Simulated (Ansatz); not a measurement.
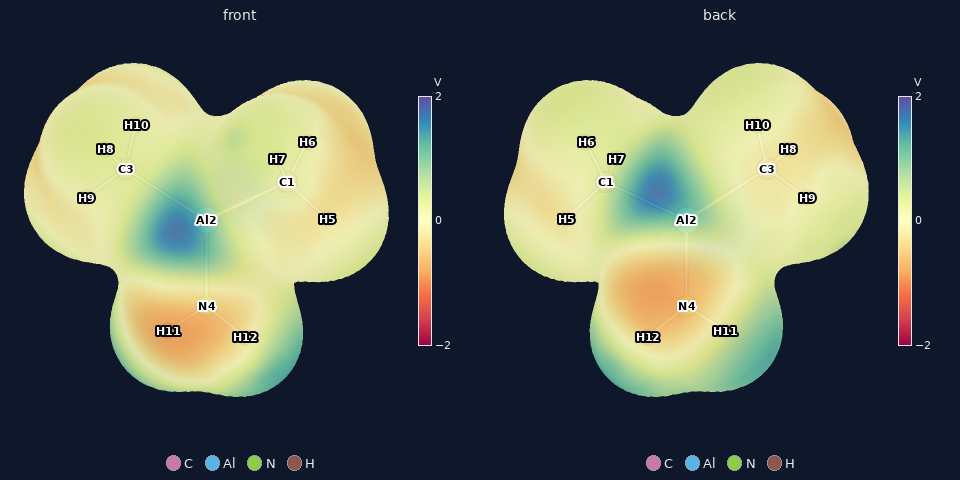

The picture shows: C2H8AlN. The electrostatic potential painted on the density surface at 0.002 e/bohr³, seen from the front and from behind; red is negative and blue positive.

The calculation used RKS PBE-D4/def2-SVP (Ansatz).

```xyz
12

C    -0.3497    1.7180   -0.8201
Al   -0.0780   -0.0471    0.0092
C     1.2308   -0.3732    1.4438
N    -1.0683   -1.4223   -0.5707
H    -1.0949    1.7049   -1.6421
H    -0.6956    2.4619   -0.0699
H     0.6002    2.1172   -1.2366
H     2.2662   -0.1758    1.0905
H     1.2055   -1.4129    1.8308
H     1.0624    0.3084    2.3052
H    -1.0186   -2.3794   -0.2133
H    -1.7718   -1.3725   -1.3115
```

Q: Where is the surface potential most negative and most positive?

A: The most negative region (about −0.8 V) lies over N4, the most positive (about +1.6 V) over Al2.
